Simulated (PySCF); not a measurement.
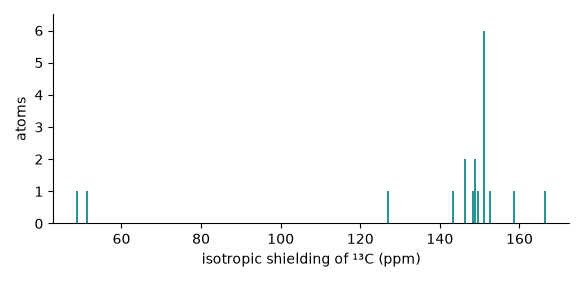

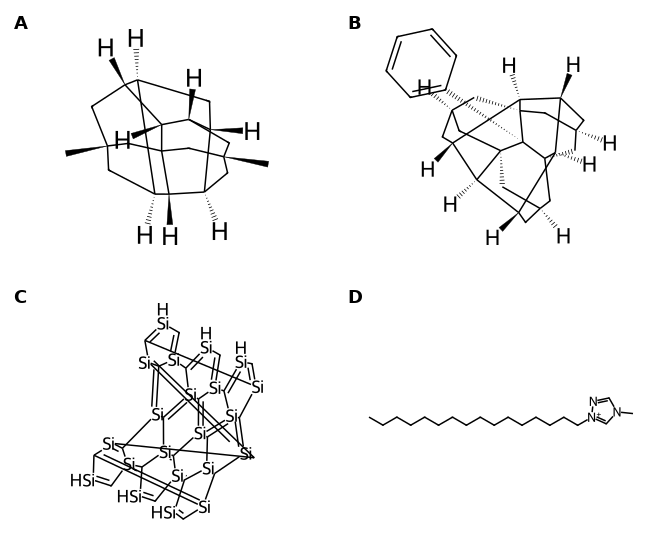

The sticks are computed shieldings of one of the molecules, for one fixed geometry (GFN2-xTB) without averaging over rotations. Low shielding means a high chemical shift. Method: GIAO KT3/pcSseg-1 NMR shielding, non-relativistic, gas phase (PySCF 2.14.0).

Which molecule gives this pattern?

Answer. D, `CCCCCCCCCCCCCCCC[n+]1cn(C)cn1`. Its 19 C atoms give lines at 48.7, 51.3, 127.0, 143.2, 146.3 (2 atoms), 148.3, 148.8 (2 atoms), 149.5, 151.1 (6 atoms), 152.6, 158.5, 166.5 ppm.

The geometry is semi-empirical. Around Si such bond lengths and angles can be off by a tenth of an ångström or more and by several degrees, and values that hang on the shape move with them.
